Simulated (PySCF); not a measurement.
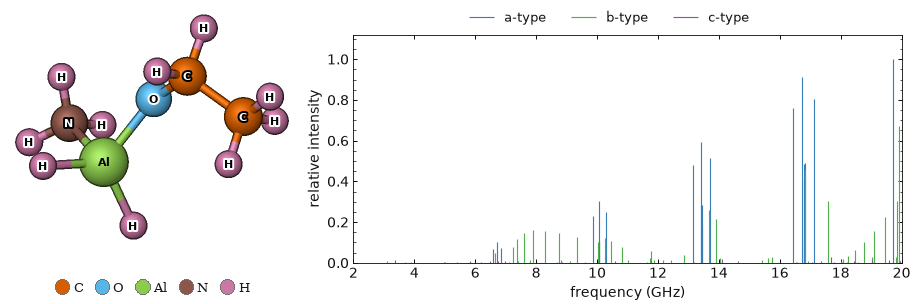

C₂H₁₀AlNO, SMILES CC[O][AlH2-][NH3+], singlet. Simulated rotational absorption lines between 2 and 20 GHz at 3 K: rigid rotor with the equilibrium constants and dipole of one optimised conformer (PBE0-D3(BJ)/def2-SVP, PySCF 2.14.0), commonest isotopes; no centrifugal distortion, hyperfine structure, internal rotation or nuclear-spin weights; lines within 1 MHz of each other are summed. Lines of different type are drawn apart.

Q: What are the rotational constants, and what kind of rotor is it?

A: Rotational constants A, B, C = 8.852, 1.749, 1.608 GHz; Ray's κ = −0.96, a near-prolate asymmetric top.

Q: Assign the strongest lines, as J(Ka,Kc).

A:
| GHz | upper | lower | type | relative intensity |
| --- | --- | --- | --- | --- |
| 19.70 | 6(1,6) | 5(1,5) | a | 1.00 |
| 16.74 | 5(0,5) | 4(0,4) | a | 0.91 |
| 17.13 | 5(1,4) | 4(1,3) | a | 0.81 |
| 16.42 | 5(1,5) | 4(1,4) | a | 0.76 |
| 19.90 | 4(1,4) | 3(0,3) | b | 0.67 |
| 13.41 | 4(0,4) | 3(0,3) | a | 0.60 |
| 13.70 | 4(1,3) | 3(1,2) | a | 0.52 |
| 16.82 | 5(2,3) | 4(2,2) | a | 0.49 |

Known limits of this run: coarse grid, loose stop and no frequency check, small forces are noise and the end may be a saddle.
